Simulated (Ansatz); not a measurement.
Take HfS₂ in the CdI2 type structure (space group P-3m1, No. 164; a = 3.606 Å, c = 5.768 Å; layered, stacked along the Cartesian z axis) as the base. Axes: x lies along a and z along c of the hexagonal cell.

The change: compressive biaxial strain of 4.02 % in the plane normal to [001], as in epitaxy on a mismatched substrate; the out-of-plane cell vector and the atoms relax.

Method: plane-wave PAW DFT at the PBE-D3(BJ) level (Ansatz, a quantum-chemistry and plane-wave program, 420 eV), no spin-orbit coupling.

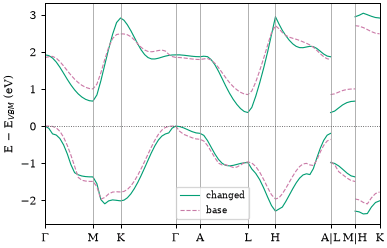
Highest valence and lowest conduction band along the path, each from its own valence-band maximum

Question: From the figure, how large is the changed gap, and is it direct?

Answer: About 0.4 eV, indirect, Γ → L.

Spin-orbit coupling, missing from the scalar runs, can matter with Hf. No phonon test of stability was made.
